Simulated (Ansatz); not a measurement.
# BrH5SSi2: rigid scan of one bond length, by script

How does the energy of BrH5SSi2 change as one bond is stretched? Aim: a rigid scan of one bond length, for BrH5SSi2, run from a script. SMILES: [SiH3]S[SiH2]Br.

Computed with the Python package of Ansatz 0.2.0. Level of theory: MP2/def2-SVP.

### Step 1. Starting point

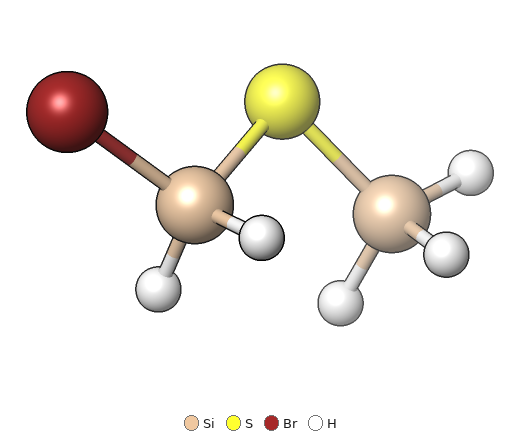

The structure that the script starts from, seen from a chosen angle (silicon light orange, sulfur yellow, bromine red, hydrogen white).

No structure file is read: the coordinates are typed or built in the script.

### Step 2. The code

Input file scan_brh5ssi2.py:

```python
"""Potential curve of BrH5SSi2 along one bond."""

from dataclasses import dataclass

import ansatz as az
from ase import Atoms
import numpy as np


@dataclass(frozen=True)
class Settings:
    basis: str = "def2-SVP"
    method: str = "mp2"


opts = Settings()

atoms = Atoms(["Si", "S", "Si", "Br", "H", "H", "H", "H", "H"], positions=[
    (0.1832, 1.5696, -0.0741),
    (0.6608, 0.0917, 1.3097),
    (-0.153, -1.4771, 0.091),
    (0.2642, -3.388, 1.1514),
    (0.5567, 2.9229, 0.4348),
    (0.8243, 1.3782, -1.3756),
    (-1.3074, 1.6095, -0.2848),
    (-1.5349, -1.2538, -0.1151),
    (0.5946, -1.4994, -1.1545),
])
brh5ssi2 = az.Crystal.molecule_from_ase(atoms)

symbols = [site.symbol for site in brh5ssi2.cartesian_sites]
start = np.array([site.position_ang for site in brh5ssi2.cartesian_sites])
axis = (start[3] - start[2]) / np.linalg.norm(start[3] - start[2])
moving = [3]
lengths, energies = [1.958, 2.047, 2.136, 2.225, 2.314, 2.403, 2.492, 2.625], []
for length in lengths:
    xyz = start.copy()
    xyz[moving] += (length - np.linalg.norm(start[3] - start[2])) * axis
    point = az.Crystal.molecule()
    for symbol, place in zip(symbols, xyz):
        point = point.atom(symbol, place.tolist())
    setup = point.calculation()
    setup = setup.basis(gaussian=opts.basis).correlation(opts.method)
    rep = setup.run(threads=1, backend="cpu").report
    energies.append(rep["free_energy_ev"])
    print(f"r = {length:6.3f} A  E = {energies[-1]:.5f} eV  <S^2> = {abs(rep['mean_field']['state']['spin_squared']):.3f}")

# quartic fit about the minimum
fit = np.polynomial.Polynomial.fit(lengths, np.array(energies) - min(energies), 4).convert()
roots = [r.real for r in fit.deriv().roots() if abs(r.imag) < 1e-9 and fit.deriv(2)(r.real) > 0]
r_e = min(roots, key=lambda r: abs(r - lengths[int(np.argmin(energies))]))
print(f"minimum of the fit at {r_e:.4f} A, force constant {fit.deriv(2)(r_e):.2f} eV/A^2")
```

### Step 3. Running it

Run with:

```sh
python scan_brh5ssi2.py
```

Standard output:

```text
r =  1.958 A  E = -96619.89887 eV  <S^2> = 0.000
r =  2.047 A  E = -96620.40765 eV  <S^2> = 0.000
r =  2.136 A  E = -96620.65320 eV  <S^2> = 0.000
r =  2.225 A  E = -96620.71368 eV  <S^2> = 0.000
r =  2.314 A  E = -96620.64569 eV  <S^2> = 0.000
r =  2.403 A  E = -96620.49025 eV  <S^2> = 0.000
r =  2.492 A  E = -96620.27724 eV  <S^2> = 0.000
r =  2.625 A  E = -96619.89699 eV  <S^2> = 0.000
minimum of the fit at 2.2161 A, force constant 16.96 eV/A^2
```

It took 17 s on 1 thread of Arm Neoverse V2, shared host; peak memory 0.31 GiB.

### Step 4. The engine's runs

From the records of these 8 runs:

```
run  distance (Å)  energy from run 4 (eV)  iterations in all  CPU time (s)
  1          1.96                  0.8148                 12           2.1
  2          2.05                  0.3060                 12           2.1
  3          2.14                  0.0605                 12           2.1
  4          2.23                  0.0000                 12           2.1
  5          2.31                  0.0680                 12           2.1
  6          2.40                  0.2234                 12           2.1
  7          2.49                  0.4364                 12           2.1
  8          2.62                  0.8167                 12           2.1
```

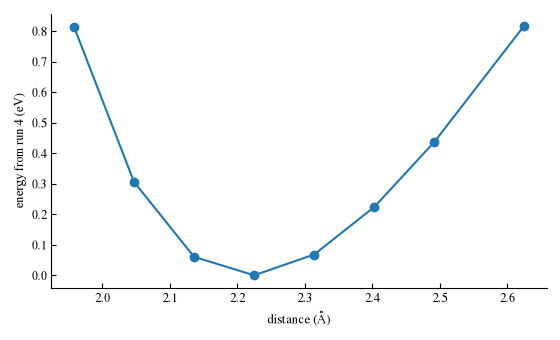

Energy against distance; lines join the points.

### Step 5. Summary of results

| quantity | value |
| --- | --- |
| bond length at the fit's minimum | 2.2161 Å |
| runs compared | 8 |
| range of energy | 0.817 eV |
| lowest point, distance (Å) | 2.23 |

The curve has its lowest point inside the range, at 2.23. The ends stand 0.815 and 0.817 eV above it. The distance scanned is the script's pair 2, 3. Reading the output:
- The rest of the molecule is held rigid at a force-field or estimated start geometry, and the basis set is modest; single-reference methods fail as a bond breaks.
- The orbitals are restricted, so S² is zero by construction.
